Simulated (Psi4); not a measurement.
# [H2]+ (SMILES [H][H+]) at U-wB97M-V/cc-pVQZ-F12 (sweep point 3)

Aim: the vertical electron affinity of [H2]+ at U-wB97M-V/cc-pVQZ-F12 (sweep point 3), from 2 runs. 

Program for the calculation: Psi4 1.11.

## 1. Starting point

The species is [H2]+ (2 atoms), meant as a doublet with charge +1. SMILES: `[H][H+]`. The coordinates come from a GFN2-xTB relaxation.

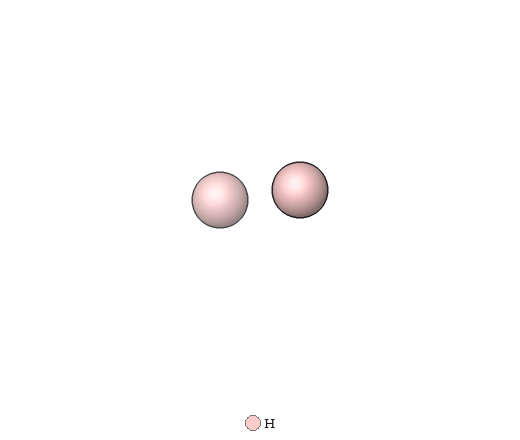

Viewed from a chosen angle; hydrogen pink.

## 2. The energy at U-wB97M-V/cc-pVQZ-F12 (sweep point 3)

Input file input.in:

```
memory 1600 mb

molecule system {
  1 2
  H      0.000000     0.000000     0.000000
  H      0.000000     0.000000     1.026910
  symmetry c1
}

set basis cc-pVQZ-F12
set reference uks
set puream true
set scf_type pk
set dft_radial_points 99
set dft_spherical_points 590
set maxiter 100

e_tot = energy('wb97m-v')
print_variables()
```

On the command line:

```bash
$ psi4 input.in input.out -n 1
```

input.out, shortened:

```text
[...]
  Running in c1 symmetry.
[...]
  Nuclear repulsion =    0.515310212842411
[...]
  Multiplicity = 2
[...]
  Nalpha       = 1
  Nbeta        = 0
[...]
    Number of basis functions: 68
[...]
   @UKS iter   1:    -0.56826016332798    3.24149e-01   2.38322e-03 DIIS/ADIIS
[...]
   @UKS iter   5:    -0.59269166796433   -1.14595e-07   5.86737e-07 DIIS
[...]
   @S^2 Observed:                7.500000000E-01
[...]
    Orbital Energies [Eh]
    ---------------------
    Alpha Occupied:
       1A     -1.013094
    Alpha Virtual:
       2A     -0.346464     3A     -0.122392     4A     -0.087261
       5A     -0.087261     6A     -0.029776     7A      0.116154
       8A      0.125117     9A      0.125117    10A      0.310696
      11A      0.383655    12A      0.545118    13A      0.578381
      14A      0.578382    15A      0.635917    16A      0.635917
      17A      0.771579    18A      0.785949    19A      0.785949
      20A      0.927052    21A      0.927052    22A      0.929955
      23A      0.929956    24A      1.133204    25A      1.386904
[...]
  @UKS Final Energy:    -0.59269166796433
   => Energetics <=
    Nuclear Repulsion Energy =              0.5153102128424109
    One-Electron Energy =                  -1.1147512353890217
    Two-Electron Energy =                   0.1551729919521164
    DFT Exchange-Correlation Energy =      -0.1530121392961379
    Empirical Dispersion Energy =           0.0000000000000000
    VV10 Nonlocal Energy =                  0.0045885019263039
    Total Energy =                         -0.5926916679643284
[...]
 Multipole Moments:
 ------------------------------------------------------------------------------------
     Multipole            Electronic (a.u.)      Nuclear  (a.u.)        Total (a.u.)
 ------------------------------------------------------------------------------------
 L = 1.  Multiply by 2.5417464519 to convert [e a0] to [Debye]
 Dipole X            :         -0.0000000            0.0000000           -0.0000000
 Dipole Y            :          0.0000000            0.0000000            0.0000000
 Dipole Z            :         -0.0000000            0.0000000           -0.0000000
 Magnitude           :                                                    0.0000000
[...]
```

Wall time 9.3 s (1 thread of Intel Xeon Platinum 8488C (Sapphire Rapids), shared host); peak memory 0.84 GiB.

## 3. Singlet neutral H2

Input file job.dat:

```
memory 1.6 GB

molecule {
  H      0.000000     0.000000     0.000000
  H      0.000000     0.000000     1.026910
  symmetry c1
}

set basis cc-pVQZ-F12
set puream true
set scf_type pk
set dft_radial_points 99
set dft_spherical_points 590

energy("wb97m-v")
```

On the command line:

```bash
$ psi4 -n 1 job.dat job.out
```

job.out, shortened:

```text
[...]
  Running in c1 symmetry.
[...]
  Nuclear repulsion =    0.515310212842411
[...]
  Multiplicity = 1
[...]
  Nalpha       = 1
  Nbeta        = 1
[...]
    Number of basis functions: 68
[...]
   @RKS iter   1:    -1.12879346711776   -2.36385e-01   5.79870e-04 ADIIS/DIIS
[...]
   @RKS iter   4:    -1.12959080172218   -4.66437e-07   6.99721e-07 DIIS
[...]
    Orbital Energies [Eh]
    ---------------------
    Doubly Occupied:
       1A     -0.478734
    Virtual:
       2A      0.056657     3A      0.136786     4A      0.253180
       5A      0.268525     6A      0.268525     7A      0.413299
       8A      0.413299     9A      0.415159    10A      0.570654
      11A      0.734874    12A      0.919220    13A      0.952114
      14A      0.952115    15A      1.075715    16A      1.075715
      17A      1.110190    18A      1.110190    19A      1.147535
      20A      1.275957    21A      1.275958    22A      1.280790
      23A      1.280790    24A      1.455747    25A      1.772612
[...]
  @RKS Final Energy:    -1.12959080172218
   => Energetics <=
    Nuclear Repulsion Energy =              0.5153102128424109
    One-Electron Energy =                  -2.1825115762218470
    Two-Electron Energy =                   0.8132821732324867
    DFT Exchange-Correlation Energy =      -0.2844822953152367
    Empirical Dispersion Energy =           0.0000000000000000
    VV10 Nonlocal Energy =                  0.0088106837400110
    Total Energy =                         -1.1295908017221752
[...]
 Multipole Moments:
 ------------------------------------------------------------------------------------
     Multipole            Electronic (a.u.)      Nuclear  (a.u.)        Total (a.u.)
 ------------------------------------------------------------------------------------
 L = 1.  Multiply by 2.5417464519 to convert [e a0] to [Debye]
 Dipole X            :          0.0000000            0.0000000            0.0000000
 Dipole Y            :          0.0000000            0.0000000            0.0000000
 Dipole Z            :          0.0000000            0.0000000            0.0000000
 Magnitude           :                                                    0.0000000
[...]
```

Run time: 7.2 s. Hardware: 1 thread of Intel Xeon Platinum 8488C (Sapphire Rapids), shared host; peak memory 0.84 GiB.

## 4. Summary of results

Level: U-wB97M-V/cc-pVQZ-F12 (sweep point 3).

| quantity | value |
| --- | --- |
| doublet [H2]+: total energy | -0.59269 Eh |
| doublet [H2]+: HOMO energy (highest over α and β) | -27.57 eV |
| doublet [H2]+: ⟨S²⟩ | 0.750 |
| singlet neutral H2: total energy | -1.12959 Eh |
| singlet neutral H2: dipole moment | 0.00 D |
| singlet neutral H2: HOMO energy | -13.03 eV |
| singlet neutral H2: LUMO energy | 1.54 eV |
| singlet neutral H2: HOMO–LUMO gap | 14.57 eV |
| vertical electron affinity (to the singlet neutral) | 14.610 eV |

At fixed nuclei the extra electron is bound by 14.61 eV (337 kcal/mol).
